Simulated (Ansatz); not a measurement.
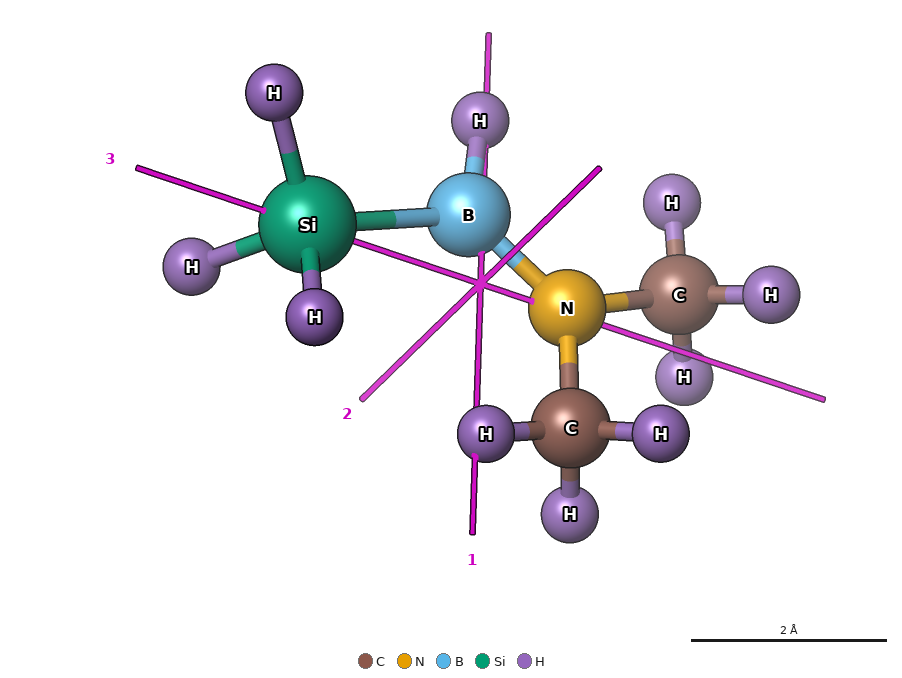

The three principal axes of inertia are drawn and numbered. Depth is shown by fading: the farther an atom, the more it takes the colour of the background. The geometry was computed by an optimisation with PBE-D4/def2-SVP. No frequency run is at hand to confirm it as a minimum. Masses are those of the most abundant isotopes; constants are for the rigid equilibrium geometry.

Q: Which line is the a axis (least moment of inertia), which b and which c?

A: a is line 3, b is line 1, c is line 2; the moments are 62.5, 266, 316 u Å².

Q: What kind of rotor is it, and what are its rotational constants in GHz?

A: An asymmetric top (C1): A = 8.08, B = 1.90, C = 1.60 GHz. Ray's parameter κ is −0.91, close to the prolate limit.
